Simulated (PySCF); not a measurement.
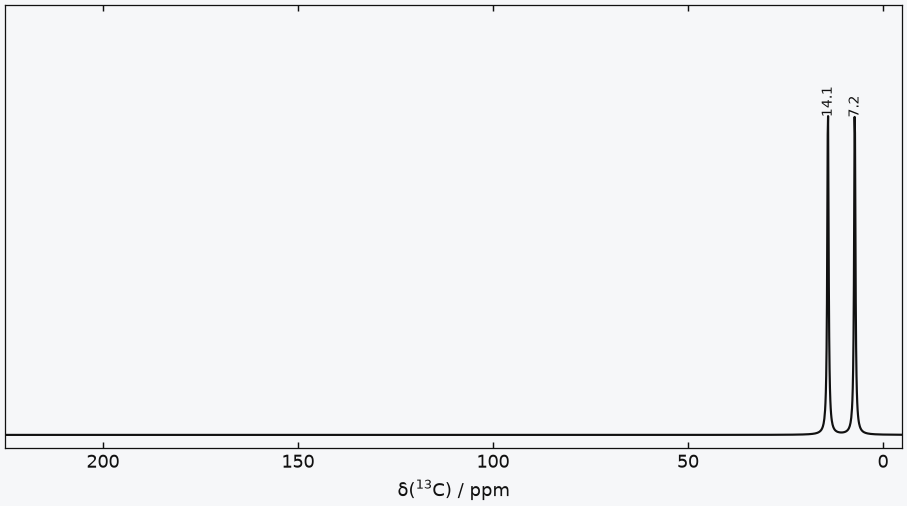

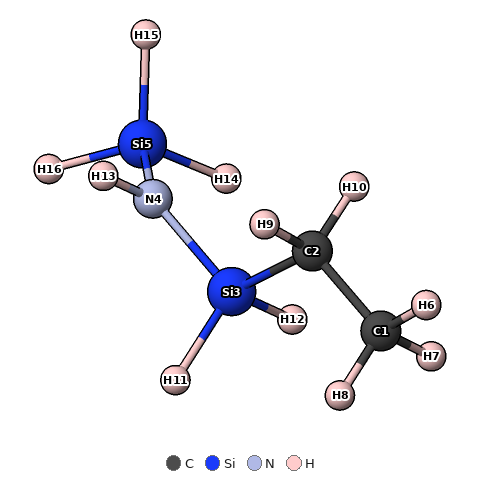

Spectrum and numbered structure of C₂H₁₁NSi₂, SMILES CC[SiH2]N[SiH3]. GIAO shifts, KT2/pcSseg-2 in PySCF, at a PBE0-D3(BJ)/def2-SVP geometry (no frequency check), against TMS for ¹³C computed at the same level. Gas phase, fully decoupled, line heights follow the number of nuclei, widths are arbitrary (no quadrupolar broadening); values of one conformer, averaged over nuclei that symmetry, rotation about single bonds or inversion at nitrogen exchange, these motions taken as fast; other conformers aren't averaged in.

> Assign the ¹³C signals to the numbered atoms.

| δ (ppm) | nuclei | atoms |
| --- | --- | --- |
| 14.1 | 1 | C2 |
| 7.2 | 1 | C1 |
